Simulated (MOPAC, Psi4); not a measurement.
Two rigid molecules brought together: CH3F ··· H3ClSi (SMILES CF and [SiH3]Cl). Monomers: optimised at B3LYP-D3(BJ) (def2-TZVP), held rigid. Orientation: a higher rigid-body minimum at GFN2-xTB. The monomers approach along the line of their centres of mass (distance R); nothing else relaxes.

Geometry at R = 3.93 Å (first 5 atoms: monomer A):
```
10

C     -0.0660     0.0050    -0.0088
F      1.3072    -0.0981     0.1750
H     -0.5546    -0.0224     0.9660
H     -0.2838     0.9483    -0.5113
H     -0.4027    -0.8327    -0.6209
Si     0.3230     0.3677     4.0432
Cl    -1.4248    -0.6375     3.5910
H      1.4308    -0.2616     3.2983
H      0.5573     0.2681     5.4969
H      0.1681     1.7793     3.6415
```

Levels: BLYP/def2-TZVP, counterpoise-corrected (Psi4); PM3, restricted, heats of formation (MOPAC); HF/aug-cc-pVDZ, counterpoise-corrected (Psi4); SCS-MP2/aug-cc-pVDZ = Psi4 with DF-SCS-MP2/aug-cc-pVDZ, frozen core, counterpoise-corrected; PBE-D3(BJ)/def2-TZVP, counterpoise-corrected (Psi4).

Interaction energies in kcal/mol (negative: bound); R is the distance of the centres of mass, d the H3···Cl7 distance.

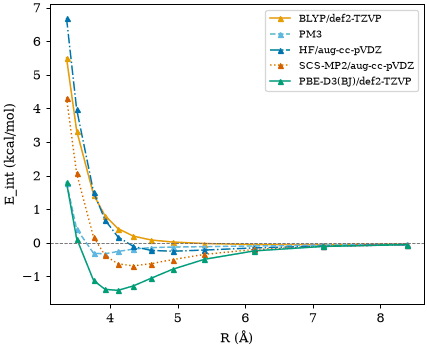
Figure: Interaction energy against separation.

```json
[
 {"R / Å": "3.36", "d / Å": "2.28", "BLYP/def2-TZVP": "5.50", "PM3": "1.79", "HF/aug-cc-pVDZ": "6.69", "SCS-MP2/aug-cc-pVDZ": "4.32", "PBE-D3(BJ)/def2-TZVP": "1.79"},
 {"R / Å": "3.51", "d / Å": "2.42", "BLYP/def2-TZVP": "3.34", "PM3": "0.41", "HF/aug-cc-pVDZ": "3.97", "SCS-MP2/aug-cc-pVDZ": "2.06", "PBE-D3(BJ)/def2-TZVP": "0.12"},
 {"R / Å": "3.76", "d / Å": "2.67", "BLYP/def2-TZVP": "1.43", "PM3": "-0.31", "HF/aug-cc-pVDZ": "1.51", "SCS-MP2/aug-cc-pVDZ": "0.17", "PBE-D3(BJ)/def2-TZVP": "-1.12"},
 {"R / Å": "3.93", "d / Å": "2.83", "BLYP/def2-TZVP": "0.80", "PM3": "-0.33", "HF/aug-cc-pVDZ": "0.68", "SCS-MP2/aug-cc-pVDZ": "-0.38", "PBE-D3(BJ)/def2-TZVP": "-1.39"},
 {"R / Å": "4.12", "d / Å": "3.02", "BLYP/def2-TZVP": "0.42", "PM3": "-0.26", "HF/aug-cc-pVDZ": "0.17", "SCS-MP2/aug-cc-pVDZ": "-0.63", "PBE-D3(BJ)/def2-TZVP": "-1.42"},
 {"R / Å": "4.35", "d / Å": "3.25", "BLYP/def2-TZVP": "0.19", "PM3": "-0.19", "HF/aug-cc-pVDZ": "-0.11", "SCS-MP2/aug-cc-pVDZ": "-0.69", "PBE-D3(BJ)/def2-TZVP": "-1.29"},
 {"R / Å": "4.61", "d / Å": "3.50", "BLYP/def2-TZVP": "0.08", "PM3": "-0.15", "HF/aug-cc-pVDZ": "-0.23", "SCS-MP2/aug-cc-pVDZ": "-0.63", "PBE-D3(BJ)/def2-TZVP": "-1.06"},
 {"R / Å": "4.93", "d / Å": "3.82", "BLYP/def2-TZVP": "0.02", "PM3": "-0.13", "HF/aug-cc-pVDZ": "-0.25", "SCS-MP2/aug-cc-pVDZ": "-0.50", "PBE-D3(BJ)/def2-TZVP": "-0.79"},
 {"R / Å": "5.40", "d / Å": "4.29", "BLYP/def2-TZVP": "-0.02", "PM3": "-0.12", "HF/aug-cc-pVDZ": "-0.22", "SCS-MP2/aug-cc-pVDZ": "-0.35", "PBE-D3(BJ)/def2-TZVP": "-0.50"},
 {"R / Å": "6.14", "d / Å": "5.02", "BLYP/def2-TZVP": "-0.06", "PM3": "-0.10", "HF/aug-cc-pVDZ": "-0.16", "SCS-MP2/aug-cc-pVDZ": "-0.20", "PBE-D3(BJ)/def2-TZVP": "-0.24"},
 {"R / Å": "7.15", "d / Å": "6.03", "BLYP/def2-TZVP": "-0.06", "PM3": "-0.07", "HF/aug-cc-pVDZ": "-0.10", "SCS-MP2/aug-cc-pVDZ": "-0.11", "PBE-D3(BJ)/def2-TZVP": "-0.11"},
 {"R / Å": "8.39", "d / Å": "7.26", "BLYP/def2-TZVP": "-0.04", "PM3": "-0.05", "HF/aug-cc-pVDZ": "-0.06", "SCS-MP2/aug-cc-pVDZ": "-0.06", "PBE-D3(BJ)/def2-TZVP": "-0.06"}
]
```

Lowest grid point: BLYP/def2-TZVP -0.06 kcal/mol at R = 7.15 Å; PM3 -0.33 kcal/mol at R = 3.93 Å; HF/aug-cc-pVDZ -0.25 kcal/mol at R = 4.93 Å; SCS-MP2/aug-cc-pVDZ -0.69 kcal/mol at R = 4.35 Å; PBE-D3(BJ)/def2-TZVP -1.42 kcal/mol at R = 4.12 Å.
